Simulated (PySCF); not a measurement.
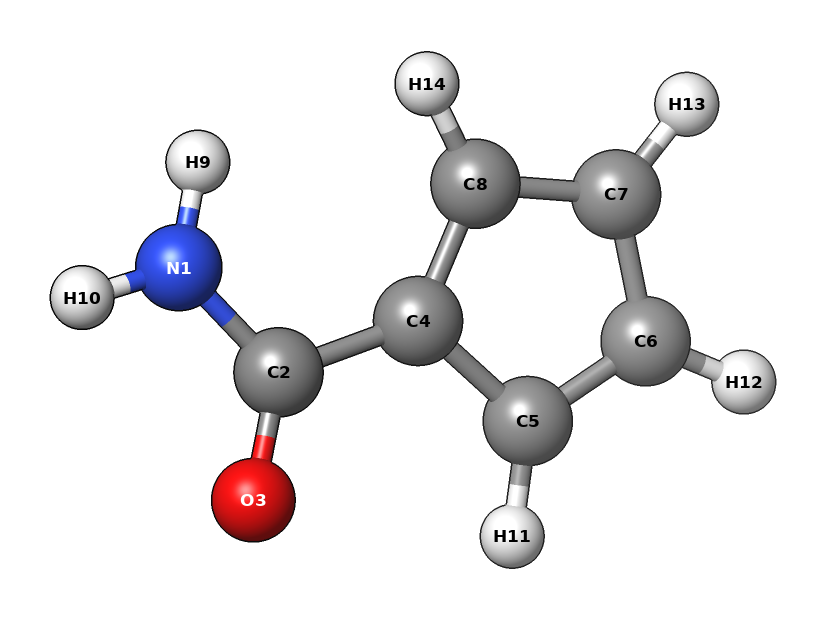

Charge 0, doublet. Computed geometry: GFN2-xTB optimisation. No frequency run is at hand to confirm it as a minimum. Computed with UKS B3LYP, pcH-1 on C H N O, non-relativistic (PySCF 2.14.0). Fermi-contact and spin-dipolar terms alone, no spin-orbit part.

Which nucleus has the largest dipolar (anisotropic) hyperfine coupling?

13C at C7: principal values −44.8, −43.1, 87.9 MHz.

List the isotropic and dipolar parts for the most strongly coupled nuclei, one of each equivalent set.

```
atom  isotope  a_iso (MHz)  dipolar part (MHz)
  C7      13C         44.4  −44.8, −43.1, 87.9
  C5      13C         28.2  −34.5, −32.8, 67.3
  C4      13C          9.1  −21.2, −20.0, 41.2
 H13       1H        −36.7   −21.8, −1.5, 23.3
  C6      13C        −33.0    −20.2, 9.9, 10.3
 H11       1H        −29.0   −16.8, −2.2, 19.0
  O3      17O         −4.3     −18.9, 9.2, 9.7
 H14       1H         −1.0     −3.5, −2.6, 6.0
```
